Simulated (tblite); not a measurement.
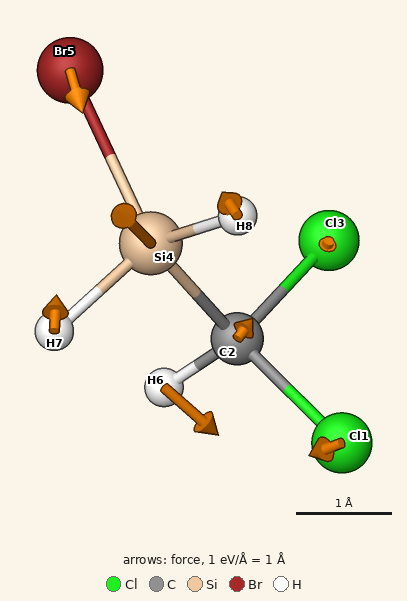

Starting geometry of CH₃BrCl₂Si with the computed forces as orange arrows. The picture is a ball-and-stick view, seen from a free direction.

Level of theory: GFN2-xTB geometry optimisation, gas phase in tblite. 

### Is this structure relaxed? If not, where do the atoms go?

It isn't relaxed: the largest force vector, on Si4, is 1.37 eV/Å. The final displacements have little in common with the starting forces (cosine between the two patterns 0.26). Cl1 moves most after the best rigid fit: 0.56 Å. By element the largest moves are Cl 0.56 Å, H 0.49 Å, Br 0.47 Å, Si 0.09 Å, C 0.02 Å. Near-neighbour distances that change, for instance: C2–Si4 1.875 → 1.917 Å, Si4–H7 1.480 → 1.453 Å, Si4–H8 1.471 → 1.449 Å, Si4–Br5 2.221 → 2.200 Å. Among the angles between lasting bonds that change: H7–Si4–H8 105.5° → 116.9°, Si4–C2–H6 105.9° → 115.5°, Cl1–C2–H6 114.1° → 106.9°. Groups turn about C2–Si4 by about 30°. After 47 geometry steps the energy has fallen by 0.222 eV.
